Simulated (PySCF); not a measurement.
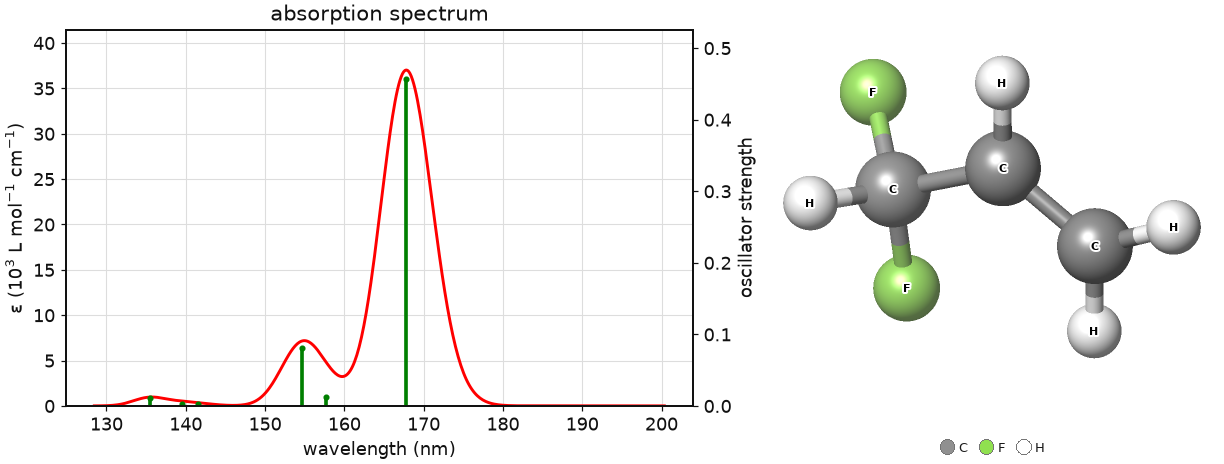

Computed absorption of C₃H₄F₂, SMILES C=CC(F)F. Vertical TDDFT excitations, CAM-B3LYP/def2-SVPD (IEF-PCM dichloromethane) in PySCF, at a PBE0-D3(BJ)/def2-SVP geometry (no frequency check). Only the first 6 singlet excitations are included; each is broadened by a Gaussian of 1/e half-width 0.20 eV. Sticks give oscillator strengths (right axis).

Where is the lowest singlet, and is it bright?

Answer. S1 lies at 7.39 eV (168 nm) with f = 0.457, mainly HOMO → LUMO (95 %); it is bright.

Which of the computed transitions is the brightest, and what character does the calculation give it?

Answer. S1 at 7.39 eV (168 nm), f = 0.457, mainly HOMO → LUMO (95 %).

List the transitions behind the spectrum.

Answer.
| state | E (eV) | λ (nm) | f | main character |
| --- | --- | --- | --- | --- |
| S1 | 7.39 | 168 | 0.457 | HOMO → LUMO (95 %) |
| S2 | 7.87 | 158 | 0.012 | HOMO−1 → LUMO (85 %) |
| S3 | 8.01 | 155 | 0.081 | HOMO → LUMO+1 (87 %) |
| S4 | 8.76 | 142 | 0.002 | HOMO → LUMO+2 (55 %) |
| S5 | 8.88 | 140 | 0.003 | HOMO−2 → LUMO (66 %) |
| S6 | 9.15 | 135 | 0.011 | HOMO → LUMO+3 (55 %) |

Known limits of this run: one conformer of a flexible molecule; core orbitals are frozen in the response.
